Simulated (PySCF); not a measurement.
```xyz
10

F     0.2339    2.4127   -0.1952
C     0.1985    1.0834   -0.0931
C     1.0985    0.1114   -0.0607
F     2.4292    0.0414   -0.1180
C     0.0777   -0.9851    0.0693
C    -0.9777    0.1549    0.0311
H     0.1168   -1.5428    1.0022
H     0.0361   -1.6772   -0.7688
H    -1.6413    0.1359   -0.8305
H    -1.5626    0.2700    0.9412
```

Geometry: GFN2-xTB.

Theory: PySCF, PBE0/def2-SVPD, SCF density, gas phase.

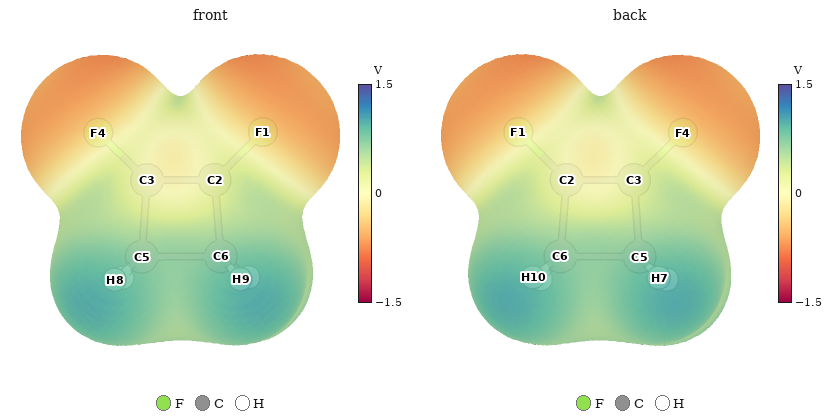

C4H4F2 (SMILES FC1=C(F)CC1). The molecular electrostatic potential painted on the density surface at 0.002 e/bohr³, seen from the front and from behind; red is negative and blue positive.

### Which sites attract a positive test charge, and which a negative one?

A positive charge is drawn to the negative regions and a negative charge to the positive ones. The most negative region (about −0.7 V) lies over F1 and F4, the most positive (about +1.0 V) over H7, H8, H9 and H10.

### How polar is the molecule by this calculation?

Its dipole moment is 2.43 D.
